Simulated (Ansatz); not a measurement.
**MoBrO: two electronic states of one cell**

Aim: solve MoBrO (a structure type of another compound, with these elements put in) from each of its saved states, at one geometry and mesh, and see which is lowest and how they differ.

All numbers below are computed with Ansatz 0.2.0 (DFT, r2SCAN, with U_eff = 3.17 eV on Mo d, spin-orbit coupling, plane waves, PAW).

### Step 1. Geometry

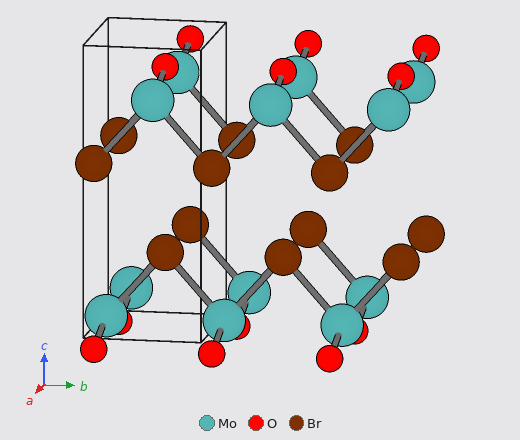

The structure slightly off an axis: molybdenum teal, oxygen red, bromine brown. 2×3×1 cells are drawn.

Symmetry: Pmmn, No. 59, orthorhombic system. The conventional cell has a = 3.431 Å, b = 3.831 Å, c = 8.551 Å, α = 90.00°, β = 90.00°, γ = 90.00°. Mo (site symmetry mm2) has 4 O at 2.00 to 2.10 Å and 2 Br at 2.57 Å as nearest neighbours. O (site symmetry mm2) is surrounded by 4 Mo at 2.00 to 2.10 Å. Br (site symmetry mm2) is surrounded by 2 Mo at 2.57 Å.

Its coordinates follow in the input file.

The states: A, Mo1 along (0.00, 0.00, 1.00), Mo2 along (0.00, 0.00, 1.00) (spin-orbit spin); B, Mo1 along (0.00, 0.00, 1.00), Mo2 along (0.00, 0.00, -1.00) (spin-orbit spin). Each run reads its own saved solution as saved_state.

### Step 2. State A: the run

input.yaml reads:

```yaml
crystal:
  lattice:
    - [3.831496, 0.0, 0.0]
    - [0.0, 3.430584, 0.0]
    - [0.0, 0.0, 8.551087]
  atoms:
    - { symbol: Mo, position: [0.25, 0.25, 0.104], spin: 2, spin_axis: [0.0, 0.0, 1.0] }
    - { symbol: Mo, position: [0.75, 0.75, 0.896], spin: 2, spin_axis: [0.0, 0.0, 1.0] }
    - { symbol: O, position: [0.25, 0.75, 0.963] }
    - { symbol: O, position: [0.75, 0.25, 0.037] }
    - { symbol: Br, position: [0.25, 0.75, 0.328] }
    - { symbol: Br, position: [0.75, 0.25, 0.672] }
kpoints:
  mp_grid: { grid: [5, 5, 2], shift: [0.5, 0.0, 0.5] }
magnetization:
  noncollinear: true
  spin_orbit: true
scf:
  occupations: { method: fermi_dirac }
  lower_state_search: "off"
  max_iter: 200
hamiltonian:
  pseudopotentials: { kind: paw_fr }
  xc: r2scan
  hubbard:
    projectors: all-electron-ortho-atomic
    sites: [{ species: Mo, l: d, u_eff: 3.17 }]
basis:
  ecutwfc: 500
  fft_grid_basis: typed
output:
  forces: true
  stress: true
  eigenvalues: true
  bader: true
  populations: true
  elf: true
  write_potential: true
  volumetric_format: npy
  dos:
    e_range: [-12, 8]
    de: 0.05
    projected: { site_lists: { Br: [Br], Mo: [Mo], O: [O] } }
    method: { smearing: { sigma: 0.1, scheme: gaussian } }
checkpoint:
  read: saved_state
```

### Step 4. Run from state B

Changes to input.yaml since step 2:

```diff
@@ -7,3 +7,3 @@
     - { symbol: Mo, position: [0.25, 0.25, 0.104], spin: 2, spin_axis: [0.0, 0.0, 1.0] }
-    - { symbol: Mo, position: [0.75, 0.75, 0.896], spin: 2, spin_axis: [0.0, 0.0, 1.0] }
+    - { symbol: Mo, position: [0.75, 0.75, 0.896], spin: -2, spin_axis: [0.0, 0.0, 1.0] }
     - { symbol: O, position: [0.25, 0.75, 0.963] }
@@ -14,2 +14,14 @@
   mp_grid: { grid: [5, 5, 2], shift: [0.5, 0.0, 0.5] }
+  band_path:
+    path:
+      - [0.0, 0.0, 0.0]
+      - [0.0, 0.5, 0.0]
+      - [-0.5, 0.5, 0.0]
+      - [-0.5, 0.0, 0.0]
+      - [0.0, 0.0, 0.0]
+      - [0.0, 0.0, 0.5]
+      - [0.0, 0.5, 0.5]
+      - [-0.5, 0.5, 0.5]
+      - [-0.5, 0.0, 0.5]
+    npoints: 6
 magnetization:
```

(Steps that only read results are left out.)

What does the calculation give? Wanted: for each run, free energy; largest site moment; size of the net moment; gap; pressure; largest force.

The runs gave:

| state | free energy (meV/atom) | largest site moment (μB) | size of the net moment (μB/cell) | gap (eV) | pressure (GPa) | largest force (eV/Å) | SCF cycles |
| --- | --- | --- | --- | --- | --- | --- | --- |
| A | 5.4 | 2.07 | 5.99 | 1.91 | 18.1 | 2.15 | 9 |
| B | 0.0 | 1.99 | 0.00 | 2.04 | 17.6 | 1.62 | 9 |

What this shows: State B wins by 5.4 meV per atom over A. The atoms are far from rest (forces to 2.2 eV/Å), so order and character hold for this geometry alone. Gaps that take in a band path and gaps read on the mesh alone aren't sampled alike. At the same volume their pressures differ by 0.5 GPa. Every run converged, so convergence alone does not show that a state is the lowest.
